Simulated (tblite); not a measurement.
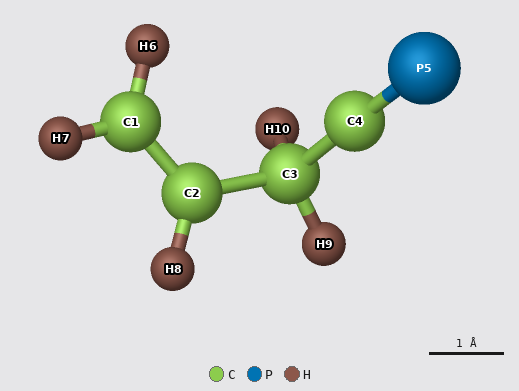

C$_{4}$H$_{5}$P, before the relaxation. Style: ball-and-stick. Shown at a tilt.

Computed with GFN2-xTB geometry optimisation, gas phase in tblite.

```xyz
10

C    -1.3206    0.6954   -0.4049
C    -0.7122   -0.1087    0.4475
C     0.5856   -0.8102    0.1063
C     1.6711    0.1701   -0.0144
P     2.8224    1.1805   -0.1138
H    -0.9179    0.8917   -1.3907
H    -2.2629    1.1770   -0.1281
H    -1.1512   -0.2954    1.4321
H     0.8346   -1.5436    0.8976
H     0.4600   -1.3522   -0.8542
```

> What does the optimiser find from here?

The energy falls by 8.48 kJ/mol in 67 geometry steps. H6 moves most after the best rigid fit: 0.90 Å. Largest moves by element: H 0.90 Å, P 0.69 Å, C 0.30 Å. Among the contacts that change: C3–C4 1.468 → 1.446 Å, C1–H7 1.094 → 1.077 Å, C4–P5 1.535 → 1.552 Å, C3–H10 1.110 → 1.095 Å. Bond angles that change, for instance: C3–C2–H8 117.9° → 115.0°. Groups turn about C2–C3 by about 50°. The run took 0.4 s on 1 thread of Arm Neoverse N1, on a shared host.

Final geometry:

```xyz
10

C    -1.5477    0.4942   -0.4214
C    -0.5916    0.1041    0.3988
C     0.6074   -0.6953   -0.0291
C     1.8145    0.0660    0.2028
P     3.0781    0.9257    0.4717
H    -1.5349    0.2453   -1.4703
H    -2.3887    1.0731   -0.0801
H    -0.6132    0.3716    1.4468
H     0.6548   -1.6270    0.5488
H     0.5303   -0.9530   -1.0907
```

The end point in the same view:

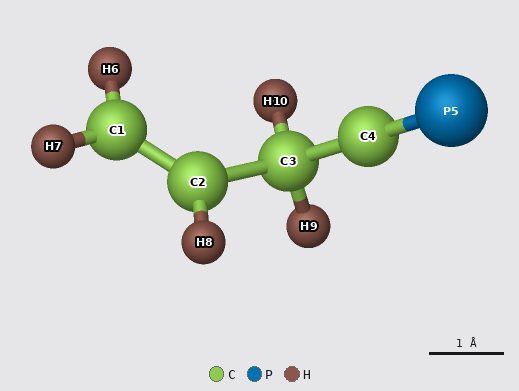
